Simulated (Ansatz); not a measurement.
# A failed many-body run on ZnWO4 (P2/c)

What is wrong with this input for ZnWO4 (P2/c)?

Method: G0W0 on LDA, plane waves, PAW, in Ansatz 0.2.0.

### Step 1. The starting structure

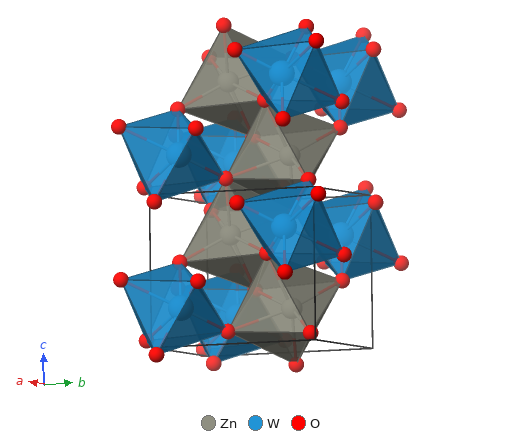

The cell as given, slightly off an axis (zinc grey, tungsten blue, oxygen red). 1×1×2 cells are drawn. Some periodic images of atoms are drawn too.

The cell and positions come from the Crystallography Open Database and are kept as given unless a step says otherwise. Spin-orbit coupling is left out unless a step names it. The default PAW set here is soft_2. Its files were made with PBE.

### Step 2. First try

File input.yaml:

```yaml
crystal:
  lattice:
    - [4.6986, 0.0, 0.0]
    - [0.0, 5.7293, 0.0]
    - [-0.052988409, 0.0, 4.9364156144]
  atoms:
    - { symbol: Zn, position: [0.5, 0.684, 0.25] }
    - { symbol: Zn, position: [0.5, 0.316, 0.75] }
    - { symbol: W, position: [0.0, 0.18258, 0.25] }
    - { symbol: W, position: [0.0, 0.81742, 0.75] }
    - { symbol: O, position: [0.2169, 0.1051, 0.9363] }
    - { symbol: O, position: [0.7831, 0.1051, 0.5637] }
    - { symbol: O, position: [0.7831, 0.8949, 0.0637] }
    - { symbol: O, position: [0.2169, 0.8949, 0.4363] }
    - { symbol: O, position: [0.2565, 0.3777, 0.3996] }
    - { symbol: O, position: [0.7435, 0.3777, 0.1004] }
    - { symbol: O, position: [0.7435, 0.6223, 0.6004] }
    - { symbol: O, position: [0.2565, 0.6223, 0.8996] }
kpoints:
  mp_grid: { grid: [2, 2, 2] }
hamiltonian:
  xc: lda
scf:
  occupations: { method: fixed }
gw:
  n_empty_bands: 215
  ecut_chi: 10
  qp_bands: [v4, c4]
  qp_kpoints: band_edges
  screening: { model: contour_deformation }
```

Launch:

```sh
$ ansatz run input.yaml --threads 3 --pin off --max-ram 92160MiB --backend cuda --events-out ev --progress --plain --runs-dir out --devices 1 --max-vram 13GiB
```

Numbers of over 12 decimals in the logs are rounded to 6 here.

What it wrote:

```text
GPUs: using 1 of 1 available (devices: 1).
Engine: ansatz 0.2.0, x86_64-unknown-linux-gnu
Pseudopotentials: kind: paw
Pseudopotential: Zn, paw, valence charge 12, recommended cutoff 420 eV (normal), Zn.paw.azcp
Pseudopotential: W, paw, valence charge 14, recommended cutoff 420 eV (normal), W.paw.azcp
Pseudopotential: O, paw, valence charge 6, recommended cutoff 420 eV (normal), O.paw.azcp
Functional definition: SPW92
  exchange = slater_x
  correlation = pw_c
device memory: the entry about to start is reckoned to put 2.5 GiB on a device that reports 70.8 GiB free (of which the cap on the GPU budget leaves the run 13.0 GiB)
GPU FFT provider: cuFFT
GPU libraries: cuBLAS 13.8.2, cuFFT 12.4.0, cuSOLVER 12.3.4
Crystal: 12 atoms, lattice volume = 132.887 Å³
Basis set: ecut = 420 eV, 2605 PW (Γ)
Bands: 62, of which v1, the nominal top of the filled ones, is band 50 counted from 1 (49 counted from 0)
Symmetry: 4 space group operations
Space group: P2/c (ITA 13), of the structure as read, at distance tolerance 5.1e-5 Å
k-points: 8
Non-local potential: Zn, projectors of the file, l = 0: 2, l = 1: 2, l = 2: 3, l = 3: 1
Non-local potential: W, projectors of the file, l = 0: 3, l = 1: 2, l = 2: 2, l = 3: 1
Non-local potential: O, projectors of the file, l = 0: 2, l = 1: 2, l = 2: 1
PAW form: soft (Blöchl's): semilocal exchange-correlation on the pseudo side does not see the compensation charge
PAW frozen core: Zn, regenerated for the run's functional, and the local potential with it (the file was generated under x = pbe(κ = 0.804, μ = 0.219515), c = pbe(β = 0.066725))
PAW frozen core: W, regenerated for the run's functional, and the local potential with it (the file was generated under x = pbe(κ = 0.804, μ = 0.219515), c = pbe(β = 0.066725))
PAW frozen core: O, regenerated for the run's functional, and the local potential with it (the file was generated under x = pbe(κ = 0.804, μ = 0.219515), c = pbe(β = 0.066725))
PAW one-centre angular grid: Zn, 590 points (default); XC on 64 Gauss nodes
PAW one-centre angular grid: W, 590 points (default); XC on 64 Gauss nodes
PAW one-centre angular grid: O, 110 points (default); XC on 64 Gauss nodes
Initial density: superposition of atomic densities (neutral atoms: chi_scale 0, normalization atom), corrected by the library's trained network
Initial wavefunctions: pseudopotential atomic-orbital guess
GPU buffer pool allocated for 46080 grid points (all kernels)
GPU transforms: local potential and band sums: pruned to the plane-wave sphere, on 32×40×36
Functional: x = slater, c = lda
SCF iter   1: F=—  HF=-31197.930674 eV  |F-HF|=—  |Δ(HF+E_count)|=         —  Δρ=2.17e-2  dr2=5.79e-1  ethr=1.77e-3  ⟨swp⟩=5.0  Hψ=1835  notcnv=0  defer=73
preconditioner: auto → Resta (q_TF=auto, 2.602 Å⁻¹)  ε∞=7.5  [insulator: Δε(μ)=2.608 eV  Ē_g=11.543 eV  n_scr=38 (ndim 8)  ℏωp=29.5 eV  f_vac=0.028  ε∞_Penn≈7.5]
SCF iter   2: F=—  HF=-31197.815646 eV  |F-HF|=—  |Δ(HF+E_count)|=   1.15e-1  Δρ=6.93e-3  dr2=6.64e-2  ethr=5.79e-4  ⟨swp⟩=2.6  Hψ=902  notcnv=0  defer=75
SCF iter   3: F=—  HF=-31197.804221 eV  |F-HF|=—  |Δ(HF+E_count)|=   1.14e-2  Δρ=2.84e-3  dr2=8.30e-3  ethr=6.64e-5  ⟨swp⟩=2.0  Hψ=734  notcnv=0  defer=79
SCF iter   4: F=—  HF=-31197.802412 eV  |F-HF|=—  |Δ(HF+E_count)|=   1.81e-3  Δρ=1.40e-3  dr2=2.49e-3  ethr=8.30e-6  ⟨swp⟩=2.0  Hψ=748  notcnv=0  defer=80
SCF iter   5: F=—  HF=-31197.801904 eV  |F-HF|=—  |Δ(HF+E_count)|=   5.08e-4  Δρ=2.94e-4  dr2=7.81e-5  ethr=2.49e-6  ⟨swp⟩=2.0  Hψ=739  notcnv=0  defer=80
SCF iter   6: F=—  HF=-31197.801916 eV  |F-HF|=—  |Δ(HF+E_count)|=   1.14e-5  Δρ=1.05e-4  dr2=1.58e-5  ethr=7.81e-8  ⟨swp⟩=2.0  Hψ=791  notcnv=0  defer=44
SCF iter   7: F=—  HF=-31197.801914 eV  |F-HF|=—  |Δ(HF+E_count)|=   2.14e-6  Δρ=4.49e-5  dr2=3.12e-6  ethr=1.58e-8  ⟨swp⟩=2.0  Hψ=708  notcnv=0  defer=44
[...]
NSCF: frozen V_eff on 8 k-points
[...]
device memory: the entry about to start is reckoned to put 4.1 GiB on a device that reports 70.7 GiB free (of which the cap on the GPU budget leaves the run 13.0 GiB)
NSCF: frozen V_eff on 8 k-points
G₀W₀ screening: q 1/8
[... further progress lines ...]
device memory: the entry about to start is reckoned to put 0.7 GiB on a device that reports 63.5 GiB free (of which the cap on the GPU budget leaves the run 13.0 GiB)
NSCF: frozen V_eff on 1 k-points
device memory: the entry about to start is reckoned to put 0.7 GiB on a device that reports 63.5 GiB free (of which the cap on the GPU budget leaves the run 13.0 GiB)
NSCF: frozen V_eff on 1 k-points
SCF converged after 9 iterations
Free energy (F): -31197.801913 eV
Harris-Foulkes:  -31197.801913 eV  (|F-HF|=6.95e-9)
Internal energy: -31197.801913 eV  (E = F + TS)
E sigma→0 (E₀):  -31197.801913 eV
Fermi energy:    8.212324 eV
--- Per-component energies (eV) ---
  E_band       = -417.523086
  E_kinetic    = 2543.678651
  E_local      = -7885.404628  (includes V_loc(G=0)·N_el)
  E_nonlocal   = 1653.961582
  E_hartree    = 2978.256171
  E_xc         = -1370.886653
  E_vxc        = -1317.757234  (∫ρ·V_xc dr)
  E_paw        = -21318.807410  (= ΣΔE_a)
  E_vpaw       = -1368.536866  (= ΣTr[D̂ρ^β])
  E_aug_tail   = 0.019123  (compensation charges beyond the density's cutoff)
  E_ewald      = -7803.074710
  E_core_change = 4.455960  (= ΣΔE_core)
  E_smearing   = -0.000000  (= −TS)
  E_closure    = 0.000000  (closes the sum)
  Σ components = -31197.801913   (vs F -31197.801913, Δ=0.00e0)
--- Band table (eV; the first three rows and the last of 8) ---
  k-point 0: bands = [... 46 lower, 7.5157, 7.8592, 7.9338, 7.9608, 11.5264, 11.9836, 12.0145, 12.0257, ... 8 higher]
  k-point 1: bands = [... 46 lower, 7.6912, 7.6912, 8.0973, 8.0973, 11.5681, 11.5681, 12.0129, 12.0129, ... 8 higher]
  k-point 2: bands = [... 46 lower, 7.5706, 7.7000, 7.7072, 8.2123, 11.0606, 11.9877, 12.1259, 12.3384, ... 8 higher]
  k-point 7: bands = [... 46 lower, 7.3419, 7.3419, 7.8717, 7.8717, 11.8401, 11.8401, 12.0884, 12.0884, ... 8 higher]
--- G₀W₀: contour deformation, 6 samples at zero and on the imaginary axis and 1 off it, 8 q-points, 215 empty bands' worth ---
  eigenvalues of the whole cell's RPA ε∞ on this k-mesh (on a slab, of 1 + 4πα/V) = 5.4530, 5.8524, 6.4914; static W/v taken at q = 0 is 0.168890
  bands read: the sum over 265 bands ends inside a degenerate multiplet in 4 slots, whose members it reads at an even weight; the widest, k=1: bands 265 to 266 (counted from 1) at 1/2 each
  gw.qp_kpoints: band_edges: 8 of 8 stored k-points solved, in 1 pass; an edge of the gap read off the rows below is read off those points alone
    ik  band        ε_KS         Σx   Σc(E_QP)       V_xc       Z   E_QP_lin       E_QP  E_QP is
     0    47      7.5157   -27.9917     4.1478   -22.5537  0.8072     6.1950     6.2255  root
     0    48      7.8592   -29.7649     4.0836   -24.3443  0.8133     6.4921     6.5222  root
     0    49      7.9338   -26.4011     4.0698   -21.2628  0.8097     6.8462     6.8653  root
     0    50      7.9608   -27.6682     4.0234   -22.4728  0.8128     6.7657     6.7889  root
     0    51     11.5264   -15.6583    -3.6595   -21.0224  0.8211    13.2777    13.2310  root
     0    52     11.9836   -16.2701    -3.9224   -22.0507  0.8158    13.9085    13.8418  root
     0    53     12.0145   -17.6677    -3.7865   -23.1859  0.8128    13.8053    13.7462  root
     0    54     12.0257   -16.5348    -3.9332   -22.2931  0.8136    13.9158    13.8508  root
     1    47      7.6912   -27.0155     3.9607   -22.0057  0.8116     6.6239     6.6421  root
     1    48      7.6912   -27.0155     3.9607   -22.0057  0.8116     6.6239     6.6421  root
     1    49      8.0973   -30.9738     4.0147   -25.4512  0.8153     6.5513     6.5894  root
     1    50      8.0973   -30.9738     4.0147   -25.4512  0.8153     6.5513     6.5894  root
     1    51     11.5681   -15.4439    -3.7596   -20.9777  0.8225    13.3938    13.3423  root
     1    52     11.5681   -15.4439    -3.7596   -20.9777  0.8225    13.3938    13.3423  root
[...]
7    50      7.8717   -27.7687     4.1066   -22.4581  0.8097     6.6428     6.6678  root
     7    51     11.8401   -15.7230    -4.0152   -21.6520  0.8165    13.8236    13.7539  root
     7    52     11.8401   -15.7230    -4.0152   -21.6520  0.8165    13.8236    13.7539  root
     7    53     12.0884   -16.6262    -3.8600   -22.2126  0.8146    13.8725    13.8147  root
     7    54     12.0884   -16.6262    -3.8600   -22.2126  0.8146    13.8725    13.8147  root
```

The job ended after 15 s (1 × NVIDIA H100 80GB HBM3 (shared by 6 runs) with 3 threads of AMD EPYC 7R13 (Zen 3), shared host; peak memory 1.2 GiB).

**Diagnosis.**

The run ended normally, though the input holds a fault or crude settings.

The fault: screening cutoff of 10 eV. Nearly all local fields and short-range correlation are left out.

It printed a gap of 6.11 eV, which is an artefact of the settings.

### Step 3. A better input

G0W0 replaces the xc potential by the self-energy, built once from these orbitals. Only a window of levels is corrected, while the sums run over the empty bands that the input names.

Changes to input.yaml since step 2:

```diff
@@ -19,3 +19,3 @@
 kpoints:
-  mp_grid: { grid: [2, 2, 2] }
+  mp_grid: { grid: [4, 2, 4] }
 hamiltonian:
@@ -25,4 +25,4 @@
 gw:
-  n_empty_bands: 215
-  ecut_chi: 10
+  n_empty_bands: 283
+  ecut_chi: 96
   qp_bands: [v4, c4]
```

What it wrote:

```text
GPUs: using 1 of 1 available (devices: 1).
[...]
GPU FFT provider: cuFFT
GPU libraries: cuBLAS 13.8.2, cuFFT 12.4.0, cuSOLVER 12.3.4
Crystal: 12 atoms, lattice volume = 132.887 Å³
Basis set: ecut = 420 eV, 2605 PW (Γ)
Bands: 62, of which v1, the nominal top of the filled ones, is band 50 counted from 1 (49 counted from 0)
[... 1 set-up line as in the run before ...]
[...]
k-points: 20 of 32
[...]
GPU buffer pool allocated for 46080 grid points (all kernels)
[...]
SCF iter   1: F=—  HF=-31197.951678 eV  |F-HF|=—  |Δ(HF+E_count)|=         —  Δρ=2.18e-2  dr2=5.83e-1  ethr=1.77e-3  ⟨swp⟩=5.0  Hψ=4366  notcnv=0  defer=191
[...]
SCF iter   9: F=-31197.822786 eV  HF=-31197.822786 eV  |F-HF|=6.69e-10  |Δ(HF+E_count)|=   1.68e-8  Δρ=3.98e-6  dr2=2.82e-8  ethr=1.00e-10  ⟨swp⟩=9.4  Hψ=4056  notcnv=0
SCF 1 converged in 9 iterations: F = -31197.822786 eV  dr2 = 2.82e-8
[...]
0    47      7.5132   -27.9638     5.0218   -22.5730  0.7335     7.1417     7.1442  root
     0    48      7.8581   -29.6115     4.9609   -24.2630  0.7433     7.4681     7.4705  root
     0    49      7.9306   -26.3304     4.8455   -21.2681  0.7337     7.7130     7.7138  root
     0    50      7.9533   -27.6096     4.7801   -22.5684  0.7414     7.6912     7.6923  root
     0    51     11.5254   -15.7356    -3.9708   -21.0212  0.7779    12.8643    12.8403  root
     0    52     11.9795   -16.3338    -4.3707   -22.0529  0.7710    13.3583    13.3278  root
     0    53     12.0122   -17.7577    -4.1167   -23.1896  0.7642    13.3577    13.3275  root
     0    54     12.0207   -16.5655    -4.3471   -22.2935  0.7647    13.4355    13.4016  root
[...]
19    51     11.8354   -15.7907    -4.5356   -21.6521  0.7738    13.1904    13.1612  root
    19    52     11.8354   -15.7907    -4.5356   -21.6521  0.7738    13.1904    13.1612  root
    19    53     12.0857   -16.7246    -4.1976   -22.2176  0.7697    13.4095    13.3810  root
    19    54     12.0857   -16.7246    -4.1976   -22.2176  0.7697    13.4095    13.3810  root
[key lines of the parts left out:]
SCF converged after 9 iterations
Free energy (F): -31197.822786 eV
Fermi energy:    8.205769 eV
```

Wall time 25 s (1 × NVIDIA H100 80GB HBM3 (shared by 6 runs) with 3 threads); peak memory 1.7 GiB.

This step gave:

* bands summed: 333
* RPA ε∞ on this mesh (eigenvalues): 5.081, 5.184, 5.760
* plane waves in the screening matrix: 277
* q-points in the mesh: 32
* G0W0 gap on the mesh: 4.406 eV
* k of the valence top: 0.25, 0, -0.25
* k of the conduction bottom: 0, -0.5, 0
* starting gap on the mesh: 2.852 eV
* Z at the valence top: 0.7402
* Z at the conduction bottom: 0.7853
* least direct G0W0 gap on the computed points: 4.458 eV

The gap on the mesh goes from 2.85 eV to 4.41 eV, a correction of +1.55 eV, though a band edge has moved to another state.

### Step 4. Summary of results

```yaml
first_try: converged after 15 s
better_run: G0W0 gap on the mesh 4.41 eV (4×2×4 mesh, 283 empty bands, screening to 96 eV)
```

What this shows: The second run differs in: mesh, empty bands and screening cutoff (eV). Bands and cutoff are finite, so the gap is not at the basis limit. The miss can reach some tenths of an eV and take either sign; the mesh is an error of its own. The 4×2×4 mesh is coarse for this cell (its supercell is 11 Å along the shortest edge). The RPA ε∞ on it, from the LDA start, is 5.08, 5.18 and 5.76; such meshes misread the long-range screening, most where the gap is narrow. A d shell, filled or nearly so, lies near the gap. One-shot GW converges very slowly in bands there, not always from below, and on a semilocal start the gap tends to come out low; starts rich in exact exchange can overshoot instead. The many-body steps are scalar-relativistic: spin-orbit coupling is not in them.

[Paths, hosts, dates, memory and timing lines, banners, echoed tables and standing remarks are left out of the program output.]

[Logs are printed without paths, hosts, clocks, repeated set-up lines and the standing remarks that a program may print on its own settings, such as how far it seeks lower states.]

[Runs of the session that timed out or met a known fault of the program may be left out.]

[Cells called generated may have been cut or substituted from an entry of the Crystallography Open Database or the Materials Project.]

[Hosts, paths, dates, database ids (printed as entryN), source tags and the programs' standing remarks are cut or masked in the printed files.]
